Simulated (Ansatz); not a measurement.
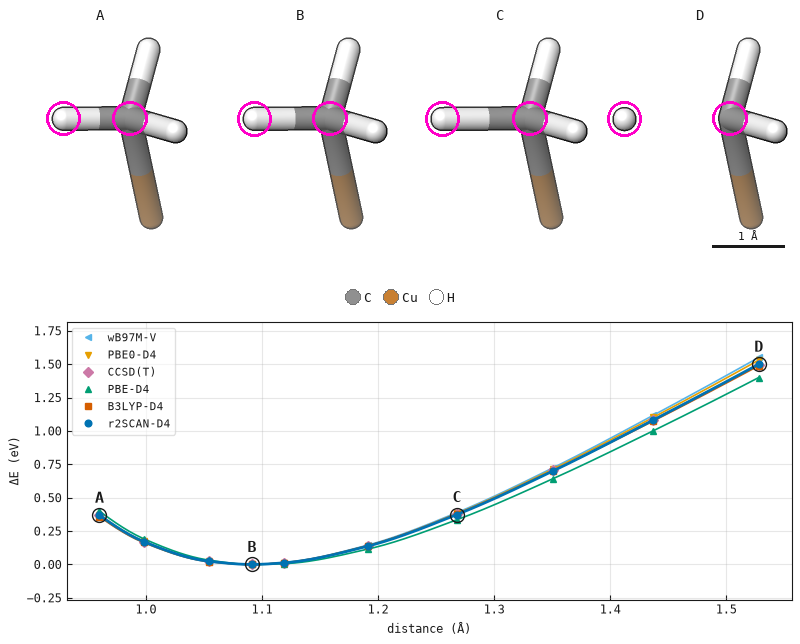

Energy scan for CH₃Cu, in which one C–H bond length is varied, with the rest of the molecule carried along rigidly. The lettered frames are marked on the plot, at the values of r2SCAN-D4. A stick model, seen from a free direction. The ringed atoms are those of the scanned coordinate.

Single-point energies from Ansatz with r2SCAN-D4, B3LYP-D4, PBE-D4, CCSD(T), PBE0-D4, wB97M-V in the def2-TZVPP basis, on geometries moved rigidly from the minimum at PBE0-D4/def2-TZVP. Coupled cluster with a frozen core. Energies are counted from the PBE0-D4/def2-TZVP minimum geometry at the same level.

> Read off the main features of the energy profile.

With r2SCAN-D4: of the computed points the lowest is at the distance 1.091 Å, 0.000 eV. The end points stand at 0.369 eV (0.960 Å) and 1.500 eV (1.528 Å). The curvature at the lowest point is about 34 eV/Å² (5.4 mdyn/Å). The well is steeper on the short side, as for any bond. At 1.528 Å the levels give PBE-D4 1.400 eV, B3LYP-D4 1.488 eV, CCSD(T) 1.497 eV, r2SCAN-D4 1.500 eV, PBE0-D4 1.531 eV, wB97M-V 1.550 eV. Closest to CCSD(T) there is r2SCAN-D4. The T1 diagnostic reaches 0.033, so the single-reference result is less sure there.

The computed points:

Energies in eV.

```
distance (Å)  r2SCAN-D4  B3LYP-D4  PBE-D4  CCSD(T)  PBE0-D4  wB97M-V
       0.960      0.369     0.358   0.399    0.368    0.371    0.359
       0.998      0.172     0.165   0.193    0.171    0.173    0.165
       1.054      0.024     0.022   0.033    0.024    0.024    0.021
       1.091      0.000     0.000   0.000    0.000    0.000    0.000
       1.119      0.012     0.014   0.006    0.013    0.013    0.014
       1.191      0.137     0.141   0.115    0.139    0.140    0.145
       1.268      0.374     0.379   0.335    0.377    0.382    0.389
       1.351      0.701     0.703   0.643    0.705    0.715    0.725
       1.437      1.081     1.074   1.001    1.083    1.101    1.117
       1.528      1.500     1.488   1.400    1.497    1.531    1.550
```
